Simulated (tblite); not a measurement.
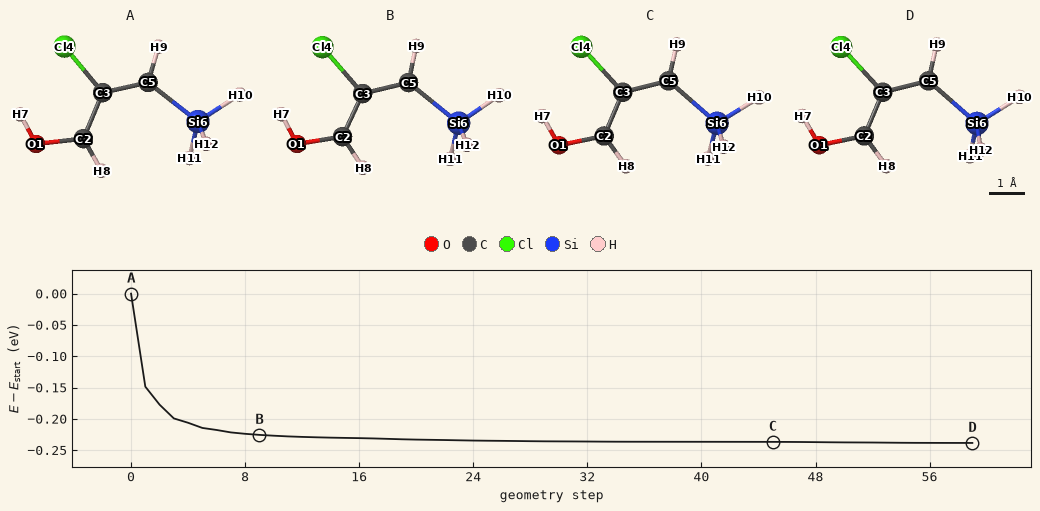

Frames of a relaxation of C₃H₆ClOSi (multiplicity 2), marked on the history of the run. A ball-and-stick model, seen face on.

The calculation used tblite 0.8.0, GFN2-xTB geometry optimisation, gas phase. 

Q: Describe the path.

A: H12 moves most after the best rigid fit: 0.24 Å. By element the largest moves are H 0.24 Å, O 0.11 Å, Cl 0.11 Å, C 0.09 Å, Si 0.06 Å. Among the contacts that change: C2–C3 1.443 → 1.377 Å, O1–C2 1.383 → 1.336 Å, C3–Cl4 1.729 → 1.775 Å, C5–Si6 1.834 → 1.864 Å. Among the angles between lasting bonds that change: C3–C2–H8 127.9° → 120.9°, Si6–C5–H9 111.7° → 118.3°, O1–C2–C3 119.3° → 124.8°. After 59 geometry steps the energy has fallen by 0.238 eV. From step 0 to 9: H8 moves most (0.10 Å), energy −0.226 eV. From step 9 to 45: H12 moves most (0.11 Å), energy −0.011 eV. From step 45 to 59: H atoms move most (0.13 Å), energy −0.002 eV.

```
step  E − E(0), eV
   0        0.0000
   1       -0.1486
   2       -0.1773
   3       -0.1992
   4       -0.2062
   5       -0.2145
   6       -0.2177
   7       -0.2216
   8       -0.2238
   9       -0.2255
  10       -0.2269
  13       -0.2294
  15       -0.2304
  18       -0.2319
  20       -0.2331
  23       -0.2342
  25       -0.2349
  28       -0.2356
  31       -0.2360
  33       -0.2363
  36       -0.2365
  38       -0.2365
  41       -0.2366
  44       -0.2367
  46       -0.2368
  49       -0.2374
  51       -0.2376
  54       -0.2382
  56       -0.2383
  59       -0.2384
```
